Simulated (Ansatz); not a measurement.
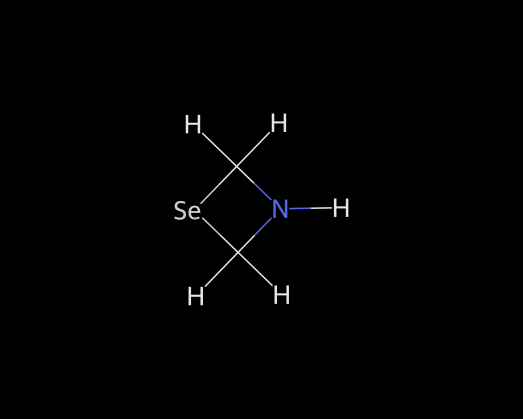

Simulated data, not a measurement (program: Ansatz).

A structural formula.

Q: Write the SMILES.

A: C1NC[Se]1

Q: Give the formula, hydrogens included.

A: C2H5NSe.

Q: An optimisation with PBE-D4/def2-SVP gave a structure of which point group?

A: Cs.
